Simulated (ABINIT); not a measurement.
Band structure of CuI (F-43m, 2 atoms in the cell).

```
CELL_PARAMETERS angstrom
      0.00000     3.02500     3.02500
      3.02500     0.00000     3.02500
      3.02500     3.02500     0.00000
ATOMIC_POSITIONS crystal
  Cu 0.00000 0.00000 0.00000
  I  0.25000 0.25000 0.25000
```

Level of theory: PBE, PAW (JTH v2.0 PBE PAW) (plane waves; ABINIT).

Settings: pseudos = [Cu.GGA_PBE-JTH.xml, I.GGA_PBE-JTH.xml]; ecut = 30 Ha; pawecutdg = 60 Ha; pawxcdev = 0; ixc = 11; occopt = 3; tsmear = 0.00036749 Ha; ngkpt = 5 5 5; nshiftk = 1; shiftk = 0 0 0; potentials = JTH v2.0 PBE PAW; kptopt = 1; nstep = 100.

The starting cell has typed, rounded lattice constants, without a prior relaxation at this level. Spin-orbit coupling is off.

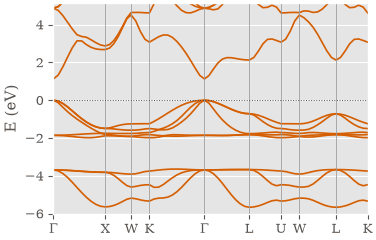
Figure. Bands along the path, energies from the top of the valence band on the SCF mesh.

Problem. Read off roughly the gap and where its edges lie.

Solution. The gap along the path is about 1.1 eV (computed: 1.13 eV), direct at Γ to within 0.01 eV.

Levels in eV from the top of the valence band on the SCF mesh, bands 10 to 17:
| point | 10 | 11 | 12 | 13 | 14 | 15 | 16 | 17 |
|---|---|---|---|---|---|---|---|---|
| Γ | -1.86 | 0.00 | 0.00 | 0.00 | 1.13 | 4.87 | 4.87 | 4.87 |
| X | -1.81 | -1.75 | -1.49 | -1.49 | 2.68 | 2.87 | 9.24 | 9.96 |
| W | -1.91 | -1.76 | -1.59 | -1.25 | 4.51 | 4.64 | 6.09 | 6.42 |
| K | -1.82 | -1.71 | -1.50 | -1.24 | 3.07 | 4.62 | 7.61 | 7.97 |
| L | -1.82 | -1.77 | -0.72 | -0.72 | 2.13 | 5.42 | 5.42 | 7.47 |
| U | -1.82 | -1.71 | -1.50 | -1.24 | 3.07 | 4.62 | 7.61 | 7.97 |
